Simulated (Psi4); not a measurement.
# SiH4 (silane): CCSD(T)/6-311+G(d,p) (sweep point 7)

What is the vertical ionisation energy of SiH4 (silane) at CCSD(T)/6-311+G** (sweep point 7)? 

Program for the calculation: Psi4 1.11.

## Step 1: The molecule

SiH4: 5 atoms, total charge 0, spin state singlet. As SMILES, `[SiH4]`. The coordinates come from a PBE0-D4/def2-TZVP relaxation.

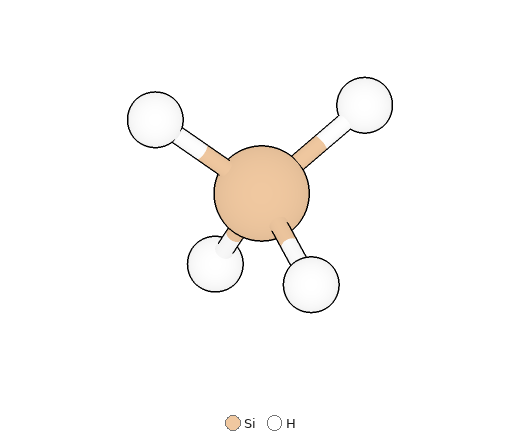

The structure, seen from a chosen angle (silicon light orange, hydrogen white).

## Step 2: A single-point energy at CCSD(T)/6-311+G(d,p) (sweep point 7)

job.in

```
memory 1.6 GB

molecule {
  0 1
  Si     0.00000000     0.00000000    -0.00018897
  H      1.82849900    -1.30088746     1.68355700
  H     -2.51522547     0.08484870     1.23966034
  H     -0.19861022    -1.39896425    -2.42376273
  H      0.88533669     2.61500301    -0.49926564
  units au
  symmetry c1
}

set puream true
set scf_type pk
set num_frozen_docc 5

energy('ccsd(t)/6-311+G**')
```

On the command line:

```bash
$ psi4 -n 1 job.in job.out
```

job.out:

```text
[...]
  Running in c1 symmetry.
[...]
  Nuclear repulsion =   21.270588284971325
[...]
  Multiplicity = 1
[...]
  Nalpha       = 9
  Nbeta        = 9
[...]
    Number of basis functions: 54
[...]
   @RHF iter   1:  -291.22567991264060   -4.86386e-01   3.57006e-03 ADIIS/DIIS
[...]
   @RHF iter   8:  -291.25315997076615   -7.21911e-12   3.81417e-09 DIIS
[...]
    Orbital Energies [Eh]
    ---------------------
    Doubly Occupied:
       1A    -68.778330     2A     -6.125383     3A     -4.232223
       4A     -4.232222     5A     -4.232222     6A     -0.730647
       7A     -0.485539     8A     -0.485514     9A     -0.485496
[...]
  @RHF Final Energy:  -291.25315997076615
   => Energetics <=
    Nuclear Repulsion Energy =             21.2705882849713248
    One-Electron Energy =                -445.4723415877529646
    Two-Electron Energy =                 132.9485933320154913
    Total Energy =                       -291.2531599707661485
[...]
 Multipole Moments:
 ------------------------------------------------------------------------------------
     Multipole            Electronic (a.u.)      Nuclear  (a.u.)        Total (a.u.)
 ------------------------------------------------------------------------------------
 L = 1.  Multiply by 2.5417464519 to convert [e a0] to [Debye]
 Dipole X            :         -0.0000012            0.0000000           -0.0000012
 Dipole Y            :         -0.0000073            0.0000000           -0.0000073
 Dipole Z            :         -0.0006795            0.0004094           -0.0002702
 Magnitude           :                                                    0.0002703
[...]
      * MP2 total energy                      = -291.371977230607854
[...]
      * CCSD total energy                     = -291.400920974138216
[...]
      * CCSD(T) total energy                  = -291.403446244314125
[...]
```

Wall time 5.7 s (1 thread of Intel Xeon Platinum 8175M at 2.50GHz (Skylake/Cascade Lake), shared host); peak memory 0.25 GiB.

## Step 3: The doublet cation, same level

h4si.dat

```
memory 1600 mb

molecule m {
  1 2
  Si     0.00000000     0.00000000    -0.00018897
  H      1.82849900    -1.30088746     1.68355700
  H     -2.51522547     0.08484870     1.23966034
  H     -0.19861022    -1.39896425    -2.42376273
  H      0.88533669     2.61500301    -0.49926564
  units bohr
  symmetry c1
}

set basis 6-311+G**
set reference uhf
set puream true
set scf_type pk
set num_frozen_docc 5
set maxiter 150

e_tot, wfn = energy("ccsd(t)", return_wfn=True)
```

On the command line:

```bash
$ psi4 -i h4si.dat -o h4si.out -n 1
```

h4si.out:

```text
[...]
  Running in c1 symmetry.
[...]
  Nuclear repulsion =   21.270588284971325
[...]
  Multiplicity = 2
[...]
  Nalpha       = 9
  Nbeta        = 8
[...]
    Number of basis functions: 54
[...]
   @UHF iter   1:  -290.74791728483228   -8.62348e-03   4.35020e-03 ADIIS/DIIS
[...]
   @UHF iter  20:  -290.80981228412543   -3.46745e-12   6.75283e-09 DIIS
[...]
   @S^2 Observed:                8.065092458E-01
[...]
    Orbital Energies [Eh]
    ---------------------
    Alpha Occupied:
       1A    -69.087194     2A     -6.434599     3A     -4.548080
       4A     -4.538692     5A     -4.537667     6A     -1.068878
       7A     -0.896995     8A     -0.790257     9A     -0.734441
    Alpha Virtual:
      10A     -0.108511    11A     -0.099483    12A     -0.097219
      13A     -0.088983    14A     -0.064948    15A     -0.052084
      16A     -0.048661    17A      0.029172    18A      0.140814
      19A      0.162201    20A      0.173684    21A      0.247747
      22A      0.248426    23A      0.284688    24A      0.298514
      25A      0.412478    26A      0.423248    27A      0.442868
[...]
  @UHF Final Energy:  -290.80981228412543
   => Energetics <=
    Nuclear Repulsion Energy =             21.2705882849713248
    One-Electron Energy =                -439.9707877738065918
    Two-Electron Energy =                 127.8903872047098389
    Total Energy =                       -290.8098122841254281
  UHF NO Occupations:
  HONO-2 :    7  A 1.9997468
  HONO-1 :    8  A 1.9717005
[...]
 Multipole Moments:
 ------------------------------------------------------------------------------------
     Multipole            Electronic (a.u.)      Nuclear  (a.u.)        Total (a.u.)
 ------------------------------------------------------------------------------------
 L = 1.  Multiply by 2.5417464519 to convert [e a0] to [Debye]
 Dipole X            :         -0.1438719            0.0000000           -0.1438719
 Dipole Y            :         -0.2545003            0.0000000           -0.2545003
 Dipole Z            :          0.6113687            0.0004094            0.6117781
 Magnitude           :                                                    0.6780427
[...]
      * MP2 total energy                      = -290.906956028439936
[...]
      * CCSD total energy                     = -290.937185679341610
[...]
      * CCSD(T) total energy                     = -290.939859335278754
[...]
```

It took 11 s on 1 thread of Intel Xeon Platinum 8175M at 2.50GHz (Skylake/Cascade Lake), shared host; peak memory 0.26 GiB.

## Step 4: Summary of results

Level: CCSD(T)/6-311+G** (sweep point 7), 5 core orbitals frozen.

| quantity | value |
| --- | --- |
| singlet SiH4: total energy | -291.40345 Eh |
| singlet SiH4: HOMO energy (Hartree–Fock orbitals) | -13.21 eV |
| singlet SiH4: LUMO energy (Hartree–Fock orbitals) | 1.88 eV |
| singlet SiH4: HOMO–LUMO gap (Hartree–Fock orbitals) | 15.09 eV |
| singlet SiH4: correlation energy (5 core orbitals frozen) | -150.3 mEh |
| singlet SiH4: (T) correction | -2.53 mEh |
| singlet SiH4: T1 diagnostic | 0.009 |
| doublet cation: total energy | -290.93986 Eh |
| doublet cation: HOMO energy (Hartree–Fock orbitals) (highest over α and β) | -19.44 eV |
| doublet cation: LUMO energy (Hartree–Fock orbitals) (lowest over α and β) | -11.00 eV |
| doublet cation: correlation energy (5 core orbitals frozen) | -130.0 mEh |
| doublet cation: (T) correction | -2.67 mEh |
| doublet cation: ⟨S²⟩ of the reference determinant | 0.807 |
| doublet cation: T1 diagnostic | 0.031 |
| vertical ionisation energy (to the doublet cation) | 12.615 eV |

The vertical ionisation energy comes to 12.61 eV (291 kcal/mol). The triples (singlet SiH4) make up 1.7 % of the correlation energy. The triples (doublet cation) make up 2.1 % of the correlation energy.
